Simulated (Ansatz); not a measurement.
**AlH6N3: density, localisation and related maps**

Input file:

```
crystal:
  periodic: [false, false, false]
  atoms:
    - { symbol: "N", position_ang: [-1.5081, 0.1702, -1.0245] }
    - { symbol: Al, position_ang: [-0.0676, -0.2021, 0.0803] }
    - { symbol: "N", position_ang: [0.3323, -2.0189, 0.4528] }
    - { symbol: "N", position_ang: [1.0759, 1.2194, 0.8063] }
    - { symbol: H, position_ang: [-1.1867, 0.7767, -1.8489] }
    - { symbol: H, position_ang: [-2.1851, 0.8533, -0.4822] }
    - { symbol: H, position_ang: [-0.46997, -2.60906, -0.02361] }
    - { symbol: H, position_ang: [0.1479, -2.17002, 1.47584] }
    - { symbol: H, position_ang: [0.3605, 1.8414, 1.3954] }
    - { symbol: H, position_ang: [1.3537, 1.7719, 0.0255] }
basis:
  gaussian: { orbitals: "6-31G" }
hamiltonian:
  xc: pbe0
  dispersion: d4
relax:
  f_tol: 0.015
  max_steps: 40
output:
  orbitals: {}
```

Run with:

```sh
ansatz run input.yaml --threads 1 --pin off --max-ram 2048MiB --backend cpu --events-out ev --progress --plain --runs-dir out
```

The fields are those of the run's last geometry, not of the input's.

Level of theory: RKS PBE0-D4/6-31G (Ansatz 0.2.0).

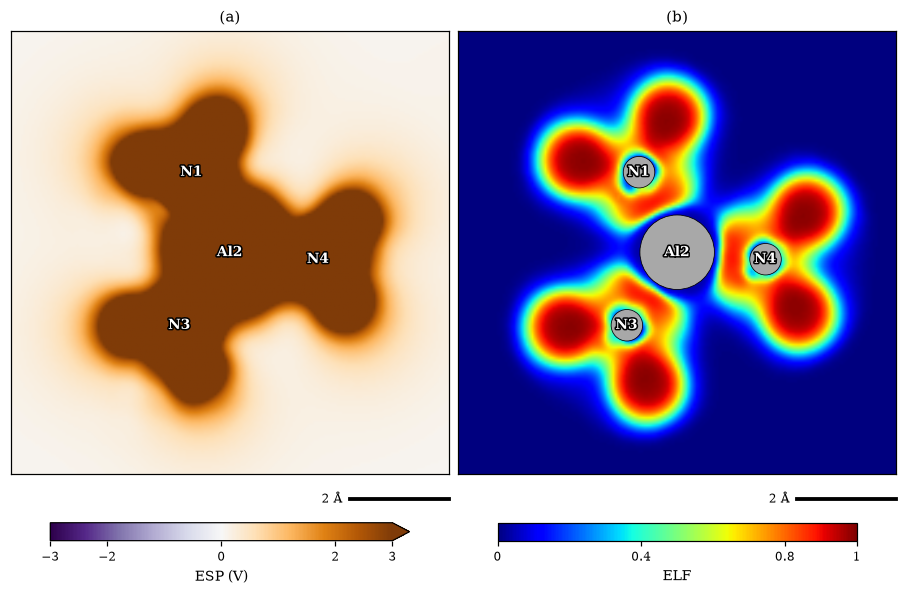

Figure 1. (a) molecular electrostatic potential; (b) ELF on the plane of atoms N1, Al2 and N3. Grey discs cover the atomic cores in the ELF map.

Q: Describe what can be read from this map.

A: The section cuts through N and Al sites.
Al–N (1.79 Å): the ELF peaks at about 0.90 in the valence shell of N, 0.7 Å from its nucleus, and is about 0.50 at the midpoint.
The potential has no marked negative region in this plane.

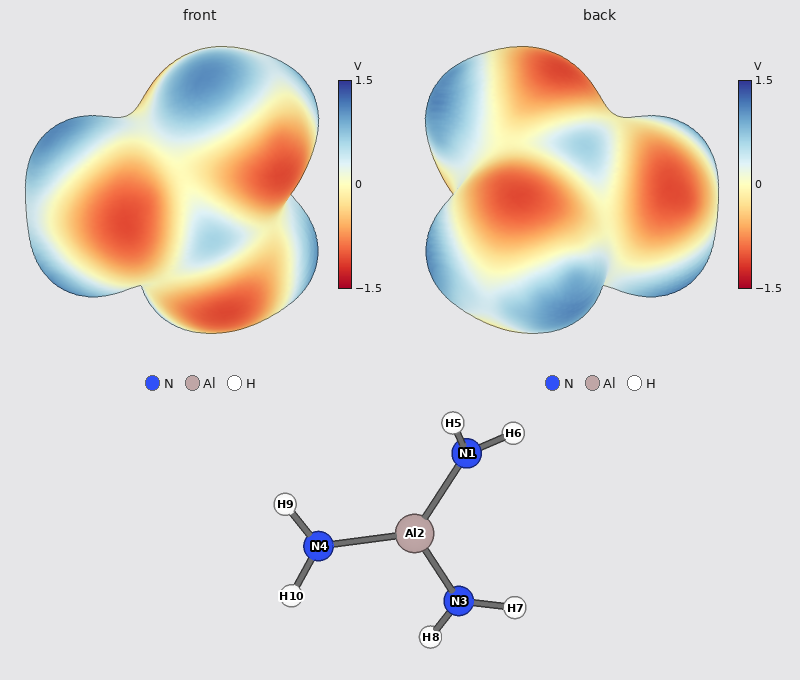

Figure 2. The molecular electrostatic potential painted on the density surface at 0.001 e/bohr³, seen from the front and from behind; red is negative and blue positive. The bare structure is drawn below in the same view.

Q: Where is the surface potential most negative and most positive?

A: The most negative region (about −1.1 V) lies over N1, N3 and N4, the most positive (about +1.1 V) over the H atoms.

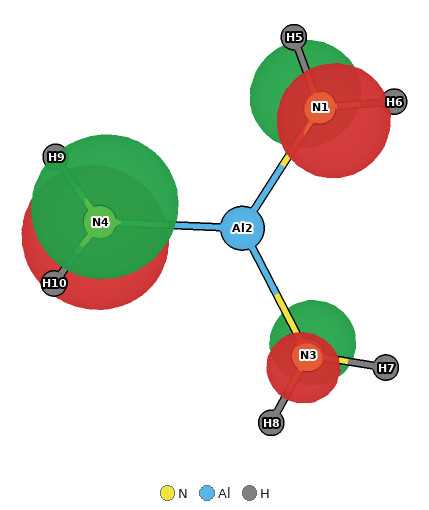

Figure 3. The HOMO at ±0.15 Å⁻³ᐟ² (green and red are the two phases), seen across its widest extent.

Q: Describe this orbital and give its energy.

A: It lies mainly on N4 (about 50 %), N1 (about 20 %) and N3 (about 10 %); largely a combination of lone pairs on N4, N1 and N3. It is one of a degenerate set, so its orientation is arbitrary. Its energy is −6.32 eV.
